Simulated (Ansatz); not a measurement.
# How far to go with the k-point mesh at a smearing width of 0.02 eV: V (Im-3m, 1 atom in the cell)

```yaml
crystal:
  lattice:
    - [-1.50743, 1.50743, 1.50743]
    - [1.50743, -1.50743, 1.50743]
    - [1.50743, 1.50743, -1.50743]
  atoms:
    - { symbol: V, position: [0.00000, 0.00000, 0.00000] }
```

Method of the run: PBE (plane waves, PAW; Ansatz, a quantum-chemistry and plane-wave program).

Base settings: basis.ecutwfc = 30.9 Ry; kpoints.mp_grid.grid = 15 15 15; hamiltonian.xc = pbe; hamiltonian.pseudopotentials = {kind: paw} (the program's default PAW files); scf.occupations.method = gaussian; scf.occupations.width = 0.0073 Ry.

In this ladder: scf.occupations.width = 0.0015 Ry.

Only quantities that move along the ladder and can be compared are tabulated.

The count of work is k-points × plane waves × bands × iterations; it is no time. 

The starting cell has typed, rounded lattice constants, without a prior relaxation at this level. Its lattice was rescaled by up to half a per cent. Spin polarisation is off. In the base run, with a pressure of about -3 GPa the cell is away from its equilibrium volume at this level. Ansatz's pressure includes its estimate of the finite-basis (Pulay) stress.

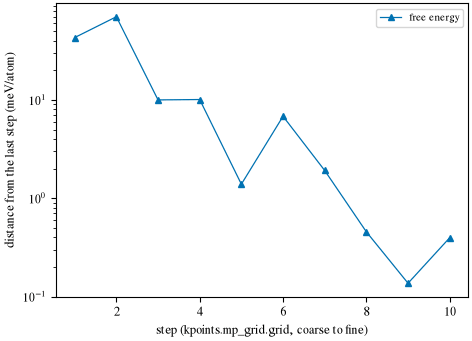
*Distance from the last step along the ladder; very small values are drawn at a floor.*

```csv
kpoints.mp_grid.grid,free energy less the last step's (meV/atom),pressure (GPa),count of work / last
5 5 5,43.09,-1.11,0.0081
6 6 6,70.17,-0.13,0.015
8 8 8,-10.01,-4.57,0.023
9 9 9,10.09,-3.87,0.028
11 11 11,1.39,-3.35,0.045
14 14 14,-6.82,-3.45,0.084
17 17 17,1.92,-2.87,0.13
20 20 20,-0.46,-3.17,0.21
25 25 25,-0.14,-3.23,0.37
30 30 30,-0.40,-3.25,0.61
36 36 36,0.00,-3.20,1.0
```

Coarsest kpoints.mp_grid.grid that holds the free energy within 1 meV/atom of the last step, with all finer ones: 20 20 20, at 0.21 of the last step's count of work; the step before is off by 1.9 meV/atom.

Coarsest kpoints.mp_grid.grid that holds the pressure within 0.2 GPa of the last step, with all finer ones: 20 20 20, at 0.21 of the last step's count of work; the step before is off by 0.33 GPa.

Keys are those of Ansatz 0.2.
